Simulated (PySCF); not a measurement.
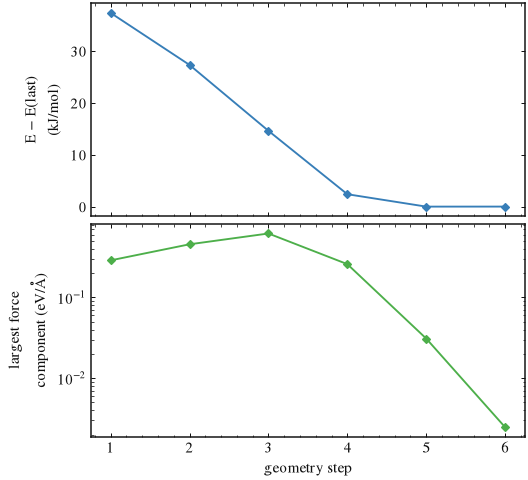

History of a geometry optimisation. The start has point group C3v, which is kept. A held symmetry can leave a saddle point.

PbCl3- molecule (charge −1); RKS-based PBE0, Pb def2-SVPD with ECP60, Cl def2-SVPD; non-relativistic Hamiltonian with scalar-relativistic core potentials; density fitting in PySCF 2.14.0.

How did it end, and what did it gain?

Answer. The optimisation met its thresholds at geometry 6, counting the start as the first. The energy fell by about 37 kJ/mol from the first step to the last. The largest force component goes from about 0.29 eV/Å at the start to 2.5 × 10⁻³ eV/Å at the end, with a peak of 0.62 eV/Å at step 3.
